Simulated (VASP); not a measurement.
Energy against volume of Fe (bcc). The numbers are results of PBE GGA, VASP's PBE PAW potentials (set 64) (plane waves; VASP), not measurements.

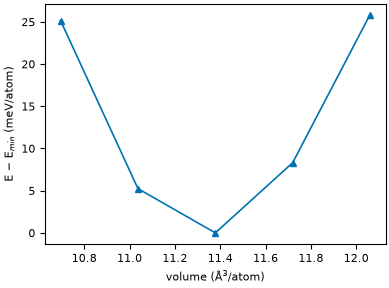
Energy against volume

### Question
Estimate the equilibrium volume and the bulk modulus.

### Answer
The minimum lies near 11.3 Å³/atom, and the curvature gives B0 of about 200 GPa.

Measured: bulk modulus 174 GPa at 0 K (computed value off by +15.1 %), as given by H. Levämäki et al., Physical Review B (2014), arXiv:1402.3671 [corrected for temperature and zero-point phonon effects]; a 2.853 Å at 0 K (computed value off by -0.8 %), as given by Daniel Mejia-Rodriguez et al., Physical Review B (2018), arXiv:1807.09216 [static lattice: zero-point anharmonic expansion removed].

The compound is Fe in the bcc structure. It was relaxed first.
